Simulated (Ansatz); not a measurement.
The figure comes from a scan of ZnSe (zinc blende): one Zn atom of a 2-atom cell moves by s along Cartesian x, with its periodic images. Level of theory: PBE (plane waves to 420 eV, PAW, scalar-relativistic; Ansatz, a first-principles code). k mesh 8×8×8 (Γ-centred), Fermi-Dirac smearing 0.05 eV. F∥ is the force on the atom along that direction. ZnSe was relaxed with its symmetry unable to fall. 

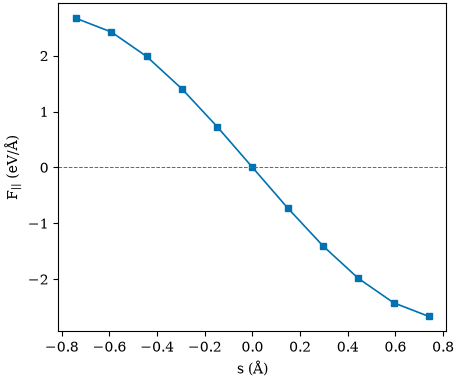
F∥ (eV/Å) against s (Å); one marker a computed point.

Task: Turn the plot into a table (rounded to what can be read).

Result: To the nearest 0.1:

| s (Å) | F∥ (eV/Å) |
|---|---|
| -0.740 | 2.7 |
| -0.592 | 2.4 |
| -0.444 | 2.0 |
| -0.296 | 1.4 |
| -0.148 | 0.7 |
| 0.000 | 0.0 |
| 0.148 | -0.7 |
| 0.296 | -1.4 |
| 0.444 | -2.0 |
| 0.592 | -2.4 |
| 0.740 | -2.7 |

(For displaced atoms, the force is minus the slope of the energy, and its curvature is a force constant, which sets phonon frequencies.)
